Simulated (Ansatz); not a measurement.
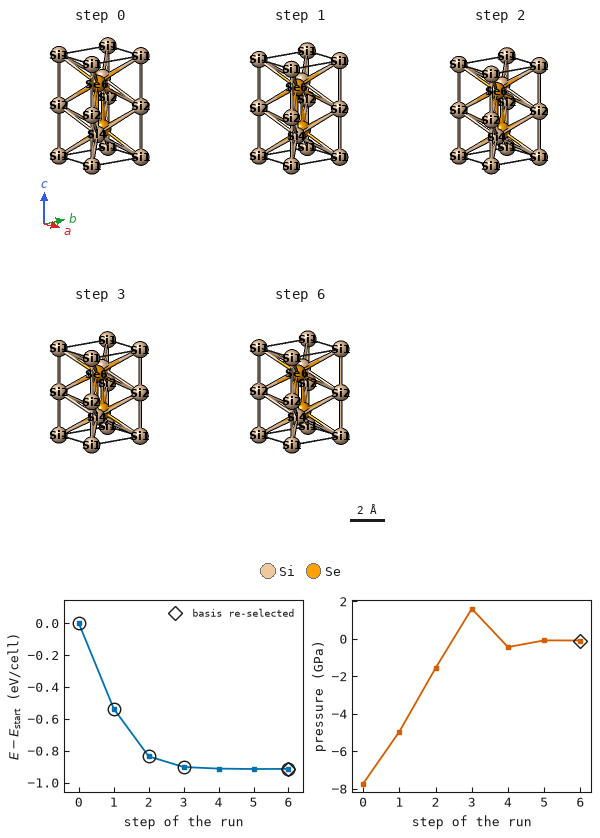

Frames of a relaxation of a crystal of Si2Se (a generated structure, set up in P6_3/mmc) (coarse preliminary run), marked on the history of the run. The picture is a ball-and-stick view of the cell of the calculation, seen slightly off an axis.

Level of theory: DFT PBE, scalar-relativistic, plane waves, PAW (Ansatz).

Input
```yaml
crystal:
  lattice:
    - [4.88890703, 0.0, 0.0]
    - [-2.44445352, 4.23391769, 0.0]
    - [0.0, 0.0, 6.07535547]
  atoms:
    - { symbol: Si, position: [0.0, 0.0, 0.0] }
    - { symbol: Si, position: [0.0, 0.0, 0.5] }
    - { symbol: Si, position: [0.33333333, 0.66666667, 0.75] }
    - { symbol: Si, position: [0.66666667, 0.33333333, 0.25] }
    - { symbol: Se, position: [0.33333333, 0.66666667, 0.25] }
    - { symbol: Se, position: [0.66666667, 0.33333333, 0.75] }
basis:
  ecutwfc: 420
kpoints:
  mp_grid: { grid: [6, 6, 4] }
hamiltonian:
  xc: pbe
scf:
  occupations: { method: gaussian, width: 0.1 }
  lower_state_search: "off"
output:
  forces: true
  stress: true
  eigenvalues: true
relax:
  adjacent_minimum: "off"
  f_tol: 0.04
  max_steps: 70
  cell: { stress_tol: 0.4 }
```

Run as
```bash
ansatz run input.yaml --threads 1 --pin off --max-ram 2560MiB --backend cpu --events-out ev --progress --plain --runs-dir out
```

Q: Describe the path.

A: After 5 accepted moves (6 points after the start) the energy has fallen by 0.913 eV per cell of the calculation. All forces vanish by symmetry, so only the cell relaxes. The pressure goes from −7.72 to −0.08 GPa. At 1 point the geometry stayed and the basis and grid were re-selected for the new cell (energy shift of 0.9 meV per cell of the calculation at most each time). No atom moves by more than 0.005 Å relative to the cell. The drawn cell changes as follows: a = b 4.889 → 4.886 Å (−0.1 %), c 6.075 → 5.224 Å (−14.0 %); the volume changes by −14.1 %. Some distances before and after: Si3–Se5 3.038 → 2.612 Å, Si1–Si2 3.038 → 2.612 Å, Si1–Se5 3.205 → 3.109 Å, Si1–Si3 3.205 → 3.109 Å. The space group stays P6_3/mmc (No. 194). From step 0 to 1: volume −7.6 %, energy −0.536 eV per cell of the calculation. From step 1 to 2: volume −6.1 %, energy −0.299 eV per cell of the calculation. From step 2 to 3: volume −3.5 %, energy −66.6 meV per cell of the calculation. From step 3 to 6: volume +2.6 %, energy −11.7 meV per cell of the calculation.
